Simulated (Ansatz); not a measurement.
## BaHfO3, carrier doping

The reference is BaHfO₃ in the cubic perovskite structure (space group Pm-3m, No. 221; a = 4.158 Å).

Carriers are added at fixed cell with a uniform background; the Fermi–Dirac width is that of 300 K.

Method: DFT with PBEsol, PAW potentials and a 420 eV plane-wave cutoff in Ansatz (a first-principles code), no spin-orbit coupling.

Notes on the quantities. Fermi level from band edge: Fermi level relative to the doped band's edge (positive inside the band; to 0.05 eV).

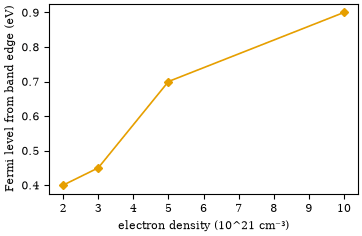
Figure. Fermi level from band edge against electron density

Q: From the plot, what is the Fermi level from band edge for electrons 1.0×10^22 cm⁻³?

A: About 0.90 eV.

Q: Is the trend monotonic over the range shown?

A: Yes, it rises throughout, spanning +0.40 eV to +0.90 eV.

Carriers are added with a uniform compensating background; total energy and stress of such cells depend on the potential's zero and are not compared; many-body gap narrowing is missing at this level. Stability against distortions was not tested. The base started in P4mm and relaxed to Pm-3m at this level.
